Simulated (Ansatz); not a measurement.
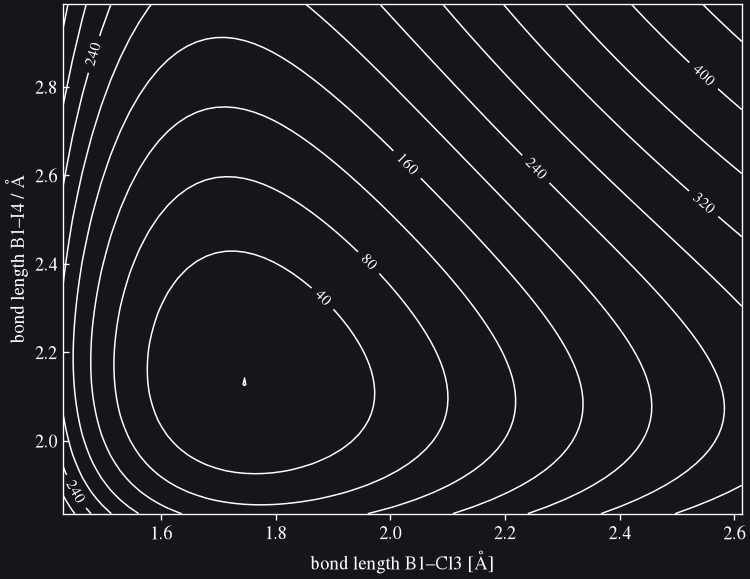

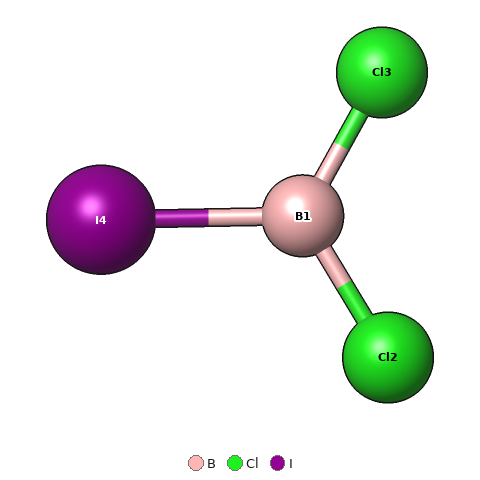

Energy landscape of BCl2I. 
- The first coordinate is: bond length B1–Cl3; the second: bond length B1–I4.
- Nothing is relaxed (all other coordinates rigid).
- The scan uses a 9 × 9 grid.
- Energies are in kJ/mol, from the relaxed molecule at the same level.
- The reference is spin-restricted, which grows unreliable where a bond is stretched far.
- The calculation used RKS B3LYP-D4/def2-TZVP in Ansatz 0.2.0.

In the figure: contour lines labelled in kJ/mol. Between grid points the surface is interpolated. The second picture is the structure at the lowest point.

Question: Where are the wells?

Answer: The lowest grid point is at bond length B1–Cl3 = 1.725 Å, bond length B1–I4 = 2.123 Å, 0.44 kJ/mol from the relaxed molecule at the same level. No other kind of well shows on this grid. The highest grid point, bond length B1–Cl3 = 2.613 Å, bond length B1–I4 = 2.987 Å, lies 460 kJ/mol above the lowest. Round the minimum the two coordinates are weakly coupled (coupling 0.11 in units of the two stiffnesses).

The whole map (81 points run) took 7.8 min on 1 thread of Arm Neoverse V2, on a shared host.
